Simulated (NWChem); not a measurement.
# PBE0/pcseg-2 run of AlHOF2 (SMILES [OH][Al]([F])[F])

What is the vertical ionisation energy of AlHOF2 at PBE0/pcseg-2? 

The results are computed with NWChem 7.3.0.

2 further runs of the same task are left out: 1 that didn't finish, 1 set aside as unsound or not needed.

## Step 1: The structure to begin with

The species is AlHOF2 (5 atoms), meant as a singlet with charge 0. As SMILES, `[OH][Al]([F])[F]`. The shape is that of a PBE0-D4/def2-TZVP optimisation.

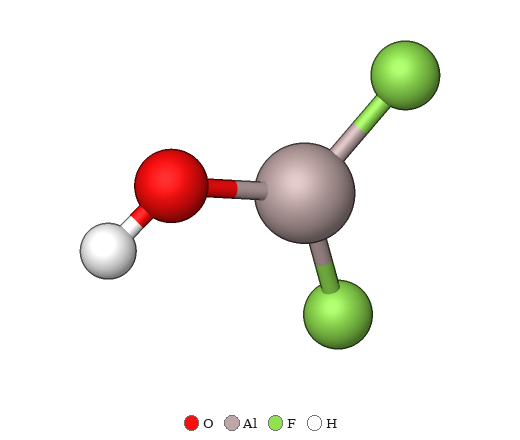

Viewed from a chosen angle; oxygen red, aluminium light grey, fluorine green, hydrogen white.

## Step 2: A single-point energy at PBE0/pcseg-2

mymol.nw

```
start mymol
title "AlF2HO"
memory total 2200 mb
charge 0

geometry units angstrom noautosym nocenter noautoz
  O      0.004500     1.227000     0.002400
  Al     0.185700    -0.435200     0.092100
  F      1.487400    -1.050600     0.862600
  F     -0.897900    -1.471800    -0.566700
  H     -0.729900     1.657100    -0.431800
end

basis "ao basis" spherical bse
  * library pcseg-2
end

dft
  xc pbe0
  grid fine
  convergence energy 1e-08
  maxiter 100
  mulliken
  noprint "final vectors analysis"
end

task dft energy
```

Launch:

```bash
nwchem mymol.nw > mymol.out
```

Log:

```text
[...]
          Wavefunction type:  closed shell.
          No. of atoms     :     5
          No. of electrons :    40
[...]
          Charge           :     0
          Spin multiplicity:     1
[...]
          AO basis - number of functions:   138
[...]
              XC Information
              --------------
                         PBE0 Method XC Functional
                     Hartree-Fock (Exact) Exchange  0.250
          PerdewBurkeErnzerhof Exchange Functional  0.750
            Perdew 1991 LDA Correlation Functional  1.000 local
           PerdewBurkeErnz. Correlation Functional  1.000 non-local
[...]
 d= 0,ls=0.0,diis     1   -517.7793201240 -6.78D+02  7.63D-03  1.36D+00     5.8
[...]
 d= 0,ls=0.0,diis     8   -517.9048048097  7.34D-09  1.04D-06  2.22D-07    37.1
         Total DFT energy =     -517.904804809653
      One electron energy =    -1041.253984312167
           Coulomb energy =      411.269233340139
    Exchange-Corr. energy =      -48.397564228743
 Nuclear repulsion energy =      160.477510391118
[...]
      Total Density - Mulliken Population Analysis
     ---------------------------------------------
    Atom       Charge   Shell Charges
 -----------   ------   -------------------------------------------------------
    1 O    8     8.63   2.00  0.60  0.85  0.29  2.02  2.05  0.80  0.00  0.01  0.00
    2 Al  13    11.60   2.00  0.50  1.49  0.48  0.00  5.89  0.45  0.33  0.03  0.02  0.34  0.07
    3 F    9     9.50   2.00  0.63  0.94  0.36  2.37  2.28  0.90  0.00  0.01  0.00
    4 F    9     9.50   2.00  0.63  0.94  0.36  2.37  2.28  0.90  0.00  0.01  0.00
    5 H    1     0.78   0.40  0.26  0.00  0.02  0.08  0.01
[...]
```

Run time: 38 s. Hardware: 1 thread of AMD EPYC 7R43 (Zen 3), shared host; peak memory 0.12 GiB.

## Step 3: The doublet cation, same level

test.nw

```
start test
memory stack 880 mb heap 220 mb global 1100 mb
charge 1
geometry units angstroms noautosym nocenter noautoz
  O     0.004500    1.227000    0.002400
  Al    0.185700   -0.435200    0.092100
  F     1.487400   -1.050600    0.862600
  F    -0.897900   -1.471800   -0.566700
  H    -0.729900    1.657100   -0.431800
end
basis spherical bse
  O library pcseg-2
  Al library pcseg-2
  F library pcseg-2
  H library pcseg-2
end
dft
  xc pbe0
  mult 2
  grid fine
  convergence energy 1e-08
  iterations 100
  mulliken
  print low
end
task dft
```

Launch:

```bash
nwchem test.nw > test.out
```

Log:

```text
[...]
 d= 0,ls=0.0,diis     1   -517.1600408246 -6.78D+02  6.17D-03  8.71D-01     6.5
[...]
 d= 0,ls=0.0,diis    16   -517.4298260942 -9.40D-09  2.43D-07  6.50D-10    93.1
[...]
         Total DFT energy =     -517.429826094195
      One electron energy =    -1029.946703496265
           Coulomb energy =      400.079170660065
    Exchange-Corr. energy =      -48.039803649113
 Nuclear repulsion energy =      160.477510391118
[...]
      Total Density - Mulliken Population Analysis
     ---------------------------------------------
    Atom       Charge   Shell Charges
 -----------   ------   -------------------------------------------------------
    1 O    8     8.03   2.00  0.63  0.92  0.22  1.96  1.90  0.40  0.00  0.01  0.00
    2 Al  13    11.57   2.00  0.50  1.49  0.50 -0.01  5.89  0.45  0.33  0.00  0.02  0.32  0.07
    3 F    9     9.35   2.00  0.64  0.96  0.35  2.35  2.26  0.79  0.00  0.01  0.00
    4 F    9     9.38   2.00  0.64  0.95  0.35  2.36  2.26  0.81  0.00  0.01  0.00
    5 H    1     0.68   0.38  0.21 -0.01  0.02  0.07  0.01
[...]
      <S2> =      0.7550 (Exact =     0.7500)
[...]
```

It took 94 s on 1 thread of AMD EPYC 7R43 (Zen 3), shared host; peak memory 0.12 GiB.

## Step 4: Results

Level: PBE0/pcseg-2.

| quantity | value |
| --- | --- |
| singlet AlHOF2: total energy | -517.90480 Eh |
| singlet AlHOF2: dipole moment | 2.02 D |
| doublet cation: total energy | -517.42983 Eh |
| doublet cation: ⟨S²⟩ | 0.755 |
| vertical ionisation energy (to the doublet cation) | 12.925 eV |

What this shows: Removing an electron at fixed nuclei costs 12.92 eV (298 kcal/mol).
